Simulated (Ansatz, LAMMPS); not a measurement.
# Glassy 97GeO2-3Na2O (mol %) (93 atoms): where an added charge goes, part 3 of 4

Does an extra electron or hole in glassy 97GeO2-3Na2O (mol %) (93 atoms) stay spread out, or do the atoms trap it?

Ansatz 0.2.0; Kohn-Sham DFT, PBE, PAW (set soft_2), plane waves.

The cell: 30 Ge, 2 Na and 61 O. The quench rate of 60 K/ps far exceeds what a furnace or splat quench reaches. The network of bonds at the start is that of the classical potential that made the cell. Sampling is at Γ alone, for a cell whose shortest periodic width is 11 Å.

So far. Step 6 (An extra electron, atoms relaxed): The relaxation converged after 3 steps, 0.0222 eV below its start, with a largest force component of 0.029 eV/Å. Step 6 (An extra electron, atoms relaxed): An extra electron, atoms relaxed: the energy stands 5.00 eV above that of the reference, with a moment of 0.54 μB. An odd electron should give 1 μB; this run ended with the carrier shared between both spins.

### 7. An extra electron, levels at the relaxed geometry

A single point at the new geometry gives levels and spin density.

Contents of input.yaml:

```yaml
crystal:
  lattice:
    - [11.32922, 0.0, 0.0]
    - [0.0, 11.32922, 0.0]
    - [0.0, 0.0, 11.32922]
  atoms:
    - { symbol: Ge, position: [0.73736, 0.08458, 0.43002] }
    - { symbol: Ge, position: [0.02357, 0.47912, 0.17728] }
    - { symbol: Ge, position: [0.92682, 0.44882, 0.53694] }
    - { symbol: Ge, position: [0.02514, 0.13094, 0.11149] }
    - { symbol: Ge, position: [0.21938, 0.94827, 0.7389] }
    - { symbol: Ge, position: [0.15908, 0.6292, 0.50009] }
    [... 81 atom lines left out ...]
    - { symbol: O, position: [0.58266, 0.53524, 0.00615] }
    - { symbol: O, position: [0.49345, 0.72922, 0.05084] }
    - { symbol: O, position: [0.70599, 0.64065, 0.71091] }
    - { symbol: O, position: [0.97561, 0.58042, 0.28783] }
    - { symbol: O, position: [0.6587, 0.10545, 0.5668] }
    - { symbol: O, position: [0.90887, 0.37225, 0.16167] }
total_charge: -1
kpoints:
  mp_grid: { grid: [1, 1, 1] }
hamiltonian:
  xc: pbe
scf:
  occupations: { method: fermi_dirac, width: 0.01 }
  lower_state_search: "off"
output:
  forces: true
  stress: true
  populations: true
  dos:
    method: { smearing: { sigma: 0.08 } }
    de: 0.1
    projected: { site_lists: { Ge: [Ge], Na: [Na], O: [O] } }
  eigenvalues: true
  write_density: true
  write_potential: true
  volumetric_format: npy
magnetization:
  spin_polarized: true
  initial_magnetization: 1
```

Started as:

```console
$ ansatz run input.yaml --threads 4 --pin off --max-ram 8192MiB --backend cpu --events-out ev --progress --plain --runs-dir out
```

Numbers of over 12 decimals in the logs are rounded to 6 here.

Output:

```text
[...]
Crystal: 93 atoms, lattice volume = 1454.119 Å³
Basis set: ecut = 420 eV, 28425 PW (Γ), exchange–correlation on 160×160×160 points (8 copies of the dense FFT grid, shifted against one another)
Bands: 496, of which v1, the nominal top of the filled ones, is band 403 counted from 1 (402 counted from 0)
Symmetry: 1 space group operations
[...]
k-points: 1
[...]
Starting moments: Σ|m| = 1 μB on 93 of 93 sites
[...]
SCF iter   1: F=—  HF=-166442.051747 eV  |F-HF|=—  |Δ(HF+E_count)|=         —  Δρ=4.33e-2 (↑4.18e-2 ↓4.33e-2)  dr2=7.44e1  dr2_m=1.67e-2  M=1.000 μB ∫|m|=1.045 μB  β_m=1.00  ethr=3.10e-3  ⟨swp⟩=6.0  Hψ=3440  notcnv=0  defer=36
[...]
SCF iter   2: F=—  HF=-166426.519346 eV  |F-HF|=—  |Δ(HF+E_count)|=         —  Δρ=2.60e-2 (↑2.60e-2 ↓2.59e-2)  dr2=2.36e1  dr2_m=9.68e-4  M=0.686 μB ∫|m|=0.765 μB  β_m=0.30  ethr=3.10e-3  ⟨swp⟩=2.0  Hψ=1954  notcnv=0  defer=176
[...]
SCF iter   8: F=—  HF=-166420.574083 eV  |F-HF|=—  |Δ(HF+E_count)|=   1.65e-3  Δρ=1.42e-4 (↑1.42e-4 ↓1.17e-4)  dr2=6.07e-4  dr2_m=6.97e-5  M=0.601 μB ∫|m|=0.671 μB  β_m=0.30  ethr=3.82e-7  ⟨swp⟩=2.0  Hψ=1640  notcnv=0  defer=172
[...]
SCF iter  10: F=—  HF=-166420.574935 eV  |F-HF|=—  |Δ(HF+E_count)|=   5.08e-4  Δρ=3.05e-5 (↑3.00e-5 ↓3.05e-5)  dr2=4.62e-5  dr2_m=4.11e-6  M=0.584 μB ∫|m|=0.651 μB  β_m=0.64  ethr=3.88e-8  ⟨swp⟩=2.0  Hψ=1626  notcnv=0  defer=172
[...]
SCF iter  17: F=-166420.572937 eV  HF=-166420.572937 eV  |F-HF|=1.79e-8  |Δ(HF+E_count)|=   3.17e-9  Δρ=8.95e-7 (↑8.95e-7 ↓6.34e-7)  dr2=2.45e-8  dr2_m=2.40e-9  M=0.543 μB ∫|m|=0.605 μB  β_m=0.78  ethr=1.24e-11  ⟨swp⟩=7.5  Hψ=6019  notcnv=0
SCF iter  18: F=-166420.572937 eV  HF=-166420.572937 eV  |F-HF|=4.25e-9  |Δ(HF+E_count)|=   1.25e-9  Δρ=3.62e-7 (↑3.62e-7 ↓3.28e-7)  dr2=5.90e-9  dr2_m=1.80e-10  M=0.542 μB ∫|m|=0.604 μB  ethr=3.04e-12  ⟨swp⟩=6.0  Hψ=5091  notcnv=0
SCF 1 converged in 18 iterations: F = -166420.572937 eV  dr2 = 5.90e-9
[...]
SCF converged after 18 iterations
Magnetization: 0.5424 μB (402.7712 up, 402.2288 down)
Absolute magnetization: 0.5800 μB (∫|ρ↑−ρ↓|, with the PAW one-centre terms)
[...]
Per-site moments (μB) at R_I (Å): [(0.00226428, 0.722330), (0.00139225, 0.730257), (0.00151524, 0.728844), (0.00179278, 0.724236), (0.00198794, 0.729328), [...]
Free energy (F): -166420.572937 eV
[...]
Internal energy: -166420.562180 eV  (E = F + TS)
E sigma→0 (E₀):  -166420.567559 eV
Entropy (-TS):   -0.010757 eV (-0.116 meV/atom)
Fermi energy:    5.013045 eV
[...]
Σ components = -166420.572937   (vs F -166420.572937, Δ=0.00e0)
--- Forces (eV/Å), atoms counted from 1 ---
  atom   1  Ge    -0.00696702    -0.00346513     0.00330641
  atom   2  Ge    -0.00359118     0.00415222    -0.00662678
  atom   3  Ge    -0.00262671    -0.00462959     0.01051763
  atom   4  Ge     0.00121946    -0.00249328     0.00319780
[...]
atom  93  O     -0.01219482     0.00983227    -0.00211929
  max |Σ_I F_I| component: 1.72e-5 eV/Å
--- Stress (GPa, compression-positive) ---
       -1.572707      -1.223055       0.395979
       -1.223055      -0.058531      -0.764463
        0.395979      -0.764463      -4.523997
  P = ⅓ Tr σ = -2.0517 GPa (-20.517 kbar)
--- Band table (eV) ---
[...]
--- Löwdin populations: 93 sites ---
  site symbol       q [e]    m [muB]
     0     Ge     12.4506     0.0099
     1     Ge     12.4365     0.0068
     2     Ge     12.4301     0.0069
[...]
92      O      6.7202     0.0025
  spilling = 0.005114 (of n_electrons = 805.000000)
```

Elapsed: 85 s, on 4 threads of Intel Xeon Platinum 8488C (Sapphire Rapids), shared host; peak memory 3.7 GiB.

An extra electron, levels at the relaxed geometry: the energy stands 5.00 eV above that of the reference, with a moment of 0.54 μB. An odd electron should give 1 μB; this run ended with the carrier shared between both spins.

The levels nearest the highest filled one (over half full), pooled over k-points and spins:

```csv
level less the highest filled one (eV),occupation
-1.62,1
-1.49,1
-1.49,1
0,0.771
0.0243,0.229
1.16,0
1.19,0
1.45,0
```

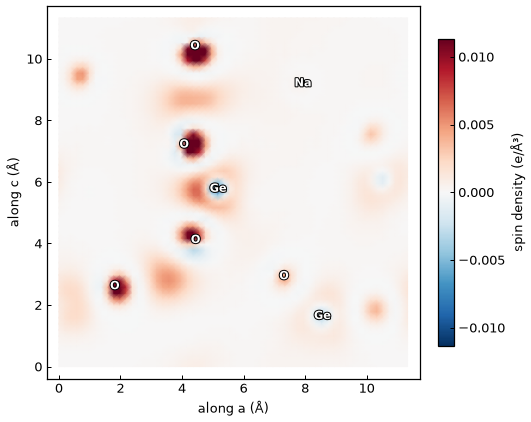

Spin density in the ac plane at fractional y = 0.425, with atoms of Ge and Na and O within 0.2 Å of it.

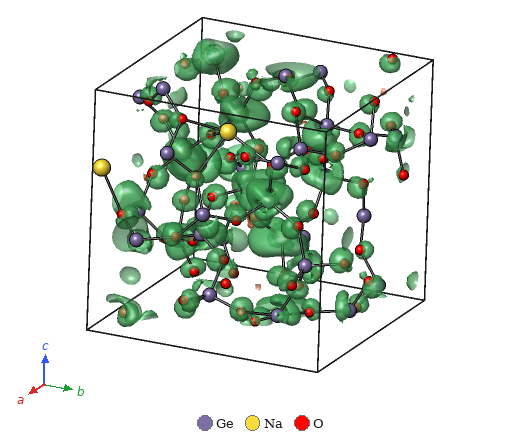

Surfaces of spin density = ±0.0015 e/Å³, which hold about 50 % of the integral of its size. The two colours are the two signs. Bonds to atoms that aren't drawn are left out.

### 8. Neutral at the geometry of the electron

The neutral cell at the new geometry gives the energy of that geometry without the charge.

Contents of input.yaml:

```yaml
crystal:
  lattice:
    - [11.32922, 0.0, 0.0]
    - [0.0, 11.32922, 0.0]
    - [0.0, 0.0, 11.32922]
  atoms:
    [... the 93 atom lines of step 7 ...]
kpoints:
  mp_grid: { grid: [1, 1, 1] }
hamiltonian:
  xc: pbe
scf:
  occupations: { method: fermi_dirac, width: 0.025 }
output:
  forces: true
  stress: true
  populations: true
  dos:
    method: { smearing: { sigma: 0.08 } }
    de: 0.1
    projected: { site_lists: { Ge: [Ge], Na: [Na], O: [O] } }
  eigenvalues: true
```

Output:

```text
[...]
Crystal: 93 atoms, lattice volume = 1454.119 Å³
Basis set: ecut = 420 eV, 28425 PW (Γ), exchange–correlation on 160×160×160 points (8 copies of the dense FFT grid, shifted against one another)
Bands: 495, of which v1, the nominal top of the filled ones, is band 402 counted from 1 (401 counted from 0)
Symmetry: 1 space group operations
[...]
k-points: 1
[...]
SCF iter   1: F=—  HF=-166425.554321 eV  |F-HF|=—  |Δ(HF+E_count)|=         —  Δρ=2.51e-3  dr2=1.08e-1  ethr=1.77e-3  ⟨swp⟩=6.0  Hψ=1930  notcnv=0  defer=47
[...]
SCF iter   9: F=-166425.548248 eV  HF=-166425.548248 eV  |F-HF|=4.12e-8  |Δ(HF+E_count)|=   2.12e-7  Δρ=2.42e-6  dr2=7.84e-8  ethr=1.24e-11  ⟨swp⟩=11.0  Hψ=2340  notcnv=0
SCF 1 converged in 9 iterations: F = -166425.548248 eV  dr2 = 7.84e-8
[...]
SCF converged after 9 iterations
Free energy (F): -166425.548248 eV
[...]
Internal energy: -166425.548248 eV  (E = F + TS)
E sigma→0 (E₀):  -166425.548248 eV
Fermi energy:    4.273563 eV
[...]
--- Forces (eV/Å), atoms counted from 1 ---
  atom   1  Ge     0.02546266    -0.00643322    -0.10802279
  atom   2  Ge    -0.09089223     0.11976110    -0.06320232
  atom   3  Ge    -0.00099216    -0.02497954     0.09900181
  atom   4  Ge    -0.04811778    -0.10870907     0.00454493
  atom   5  Ge    -0.08061727    -0.07864465    -0.02186682
  atom   6  Ge    -0.14602489     0.03242763     0.02639946
  atom   7  Ge    -0.08143787    -0.02262451     0.01220149
  atom   8  Ge    -0.17002623     0.07807245    -0.01469405
  atom   9  Ge    -0.18753693     0.09838038     0.02293794
  atom  10  Ge     0.03949864    -0.02922132    -0.00298162
  atom  11  Ge    -0.02458839    -0.00259408    -0.00638539
  atom  12  Ge    -0.11272983    -0.08445373     0.10624676
  atom  13  Ge    -0.03786746    -0.08566252     0.00178583
  atom  14  Ge     0.14671303     0.03898445    -0.00173883
[...]
atom  92  O     -0.14814200     0.09678641     0.06031235
  atom  93  O      0.00222061     0.03981664     0.01821920
  max |Σ_I F_I| component: 8.43e-5 eV/Å
--- Stress (GPa, compression-positive) ---
       -2.165425      -1.307108       0.432482
       -1.307108      -0.564878      -0.798780
        0.432482      -0.798780      -5.371213
  P = ⅓ Tr σ = -2.7005 GPa (-27.005 kbar)
--- Band table (eV) ---
[...]
--- Löwdin populations: 93 sites ---
  site symbol       q [e]
     0     Ge     12.4297
     1     Ge     12.4208
     2     Ge     12.4139
[...]
92      O      6.7159
  spilling = 0.005102 (of n_electrons = 804.000000)
```

The job ended after 27 s (4 threads; peak memory 2.2 GiB).

Neutral at the geometry of the electron: the energy stands 0.0224 eV above that of the reference.

### 9. An extra hole, atoms held

The electron count changes by one with the atoms held: a vertical process, on a uniform background, with spin and a narrow Fermi–Dirac smearing. Its energy against the neutral cell hangs on the program's zero of potential.

input.yaml: that of step 8 with these lines changed.

```diff
@@ -6,3 +6,4 @@
   atoms:
-    [... the 93 atom lines of step 7 ...]
+    [... the 93 atom lines of step 4 ...]
+total_charge: 1
 kpoints:
@@ -12,3 +13,4 @@
 scf:
-  occupations: { method: fermi_dirac, width: 0.025 }
+  occupations: { method: fermi_dirac, width: 0.01 }
+  lower_state_search: "off"
 output:
@@ -22 +24,7 @@
   eigenvalues: true
+  write_density: true
+  write_potential: true
+  volumetric_format: npy
+magnetization:
+  spin_polarized: true
+  initial_magnetization: 1
```

Output:

```text
[...]
Crystal: 93 atoms, lattice volume = 1454.119 Å³
Basis set: ecut = 420 eV, 28425 PW (Γ), exchange–correlation on 160×160×160 points (8 copies of the dense FFT grid, shifted against one another)
Bands: 495, of which v1, the nominal top of the filled ones, is band 402 counted from 1 (401 counted from 0)
Symmetry: 1 space group operations
[...]
k-points: 1
[...]
Starting moments: Σ|m| = 1 μB on 93 of 93 sites
[...]
SCF iter   1: F=—  HF=-166454.106361 eV  |F-HF|=—  |Δ(HF+E_count)|=         —  Δρ=4.65e-2 (↑4.51e-2 ↓4.65e-2)  dr2=8.53e1  dr2_m=3.75e-1  M=1.000 μB ∫|m|=1.076 μB  β_m=1.00  ethr=3.10e-3  ⟨swp⟩=6.0  Hψ=3426  notcnv=0  defer=52
[...]
SCF iter   2: F=—  HF=-166435.908767 eV  |F-HF|=—  |Δ(HF+E_count)|=         —  Δρ=2.93e-2 (↑2.75e-2 ↓2.93e-2)  dr2=2.93e1  dr2_m=2.99e-1  M=0.234 μB ∫|m|=0.433 μB  β_m=0.30  ethr=3.10e-3  ⟨swp⟩=2.0  Hψ=1948  notcnv=0  defer=178
[...]
SCF iter  14: F=—  HF=-166428.437162 eV  |F-HF|=—  |Δ(HF+E_count)|=   1.05e-1  Δρ=4.02e-3 (↑1.55e-3 ↓4.02e-3)  dr2=8.27e-1  dr2_m=2.17e-2  M=0.997 μB ∫|m|=1.114 μB  β_m=0.30  ethr=1.61e-4  ⟨swp⟩=2.0  Hψ=1004  notcnv=0  defer=178
[...]
SCF iter  16: F=—  HF=-166428.521409 eV  |F-HF|=—  |Δ(HF+E_count)|=   7.77e-1  Δρ=1.06e-2 (↑9.77e-4 ↓1.06e-2)  dr2=2.39e0  dr2_m=4.41e-1  M=1.000 μB ∫|m|=1.191 μB  β_m=0.20  ethr=1.03e-4  ⟨swp⟩=2.0  Hψ=1524  notcnv=0  defer=170
[...]
SCF iter  45: F=-166428.432481 eV  HF=-166428.432481 eV  |F-HF|=5.30e-8  |Δ(HF+E_count)|=   1.05e-9  Δρ=1.43e-6 (↑1.84e-7 ↓1.43e-6)  dr2=5.98e-8  dr2_m=5.88e-9  M=1.000 μB ∫|m|=1.117 μB  β_m=0.21  ethr=3.74e-12  ⟨swp⟩=6.0  Hψ=4251  notcnv=0
SCF iter  46: F=-166428.432481 eV  HF=-166428.432481 eV  |F-HF|=2.71e-9  |Δ(HF+E_count)|=   1.37e-9  Δρ=2.84e-7 (↑1.14e-7 ↓2.84e-7)  dr2=2.98e-9  dr2_m=1.98e-10  M=1.000 μB ∫|m|=1.117 μB  ethr=3.74e-12  ⟨swp⟩=6.0  Hψ=3950  notcnv=0
SCF 1 converged in 46 iterations: F = -166428.432481 eV  dr2 = 2.98e-9
[...]
SCF converged after 46 iterations
Magnetization: 0.9998 μB (401.9999 up, 401.0001 down)
Absolute magnetization: 1.1182 μB (∫|ρ↑−ρ↓|, with the PAW one-centre terms)
[...]
Per-site moments (μB) at R_I (Å): [(-2.28675203723388e-5, 0.721199), (-0.000240804, 0.728639), (-0.000103026, 0.727583), (-0.000155294, 0.724076), (2.990849132841705e-5, [...]
Free energy (F): -166428.432481 eV
[...]
Internal energy: -166428.420008 eV  (E = F + TS)
E sigma→0 (E₀):  -166428.426245 eV
Entropy (-TS):   -0.012473 eV (-0.134 meV/atom)
Fermi energy:    2.620520 eV
[...]
Σ components = -166428.432481   (vs F -166428.432481, Δ=0.00e0)
--- Forces (eV/Å), atoms counted from 1 ---
  atom   1  Ge    -0.15199859    -0.02093257    -0.05306896
  atom   2  Ge    -0.04817174     0.04998484     0.01726519
  atom   3  Ge     0.07420830     0.30133300    -0.40807681
  atom   4  Ge    -0.05317002    -0.19097288     0.21064088
[...]
atom  93  O     -0.03661489     0.00293652    -0.05380221
  max |Σ_I F_I| component: 5.02e-6 eV/Å
--- Stress (GPa, compression-positive) ---
       -1.646229      -1.353886       0.417509
       -1.353886       0.171678      -0.783289
        0.417509      -0.783289      -4.934815
  P = ⅓ Tr σ = -2.1365 GPa (-21.365 kbar)
--- Band table (eV) ---
[...]
--- Löwdin populations: 93 sites ---
  site symbol       q [e]    m [muB]
     0     Ge     12.4191    -0.0003
     1     Ge     12.4131    -0.0019
     2     Ge     12.4063    -0.0009
[...]
92      O      6.7116     0.0042
  spilling = 0.005062 (of n_electrons = 803.000000)
```

Wall time 2.1 min (4 threads); peak memory 3.7 GiB.

An extra hole, atoms held: the energy stands 2.86 eV below that of the reference, with a moment of 1.00 μB.

The levels nearest the highest filled one (over half full), pooled over k-points and spins:

```csv
level less the highest filled one (eV),occupation
-0.105,1
-0.0863,1
-0.0618,0.999
0,0.69
0.016,0.311
2.40,0
2.41,0
3.52,0
```

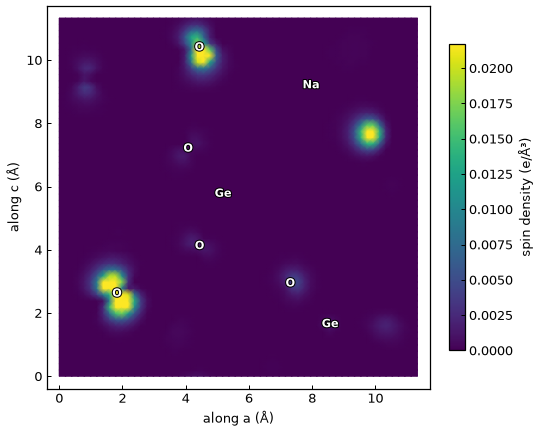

Spin density in the ac plane at fractional y = 0.430, with atoms of Ge and Na and O within 0.2 Å of it.

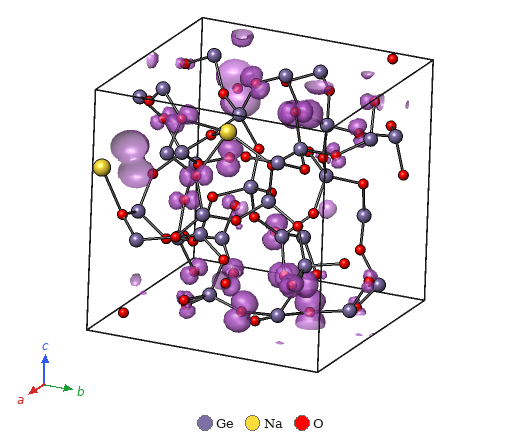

Surface of spin density = 0.0076 e/Å³, which holds about 70 % of the integral of its size. Bonds to atoms that aren't drawn are left out.

(Continued in part 4 of 4.)

[Logs are printed without paths, hosts, clocks, repeated set-up lines and the standing remarks that a program may print on its own settings, such as how far it seeks lower states.]

[Hosts, paths, dates, database ids (printed as entryN), source tags and the programs' standing remarks are cut or masked in the printed files.]
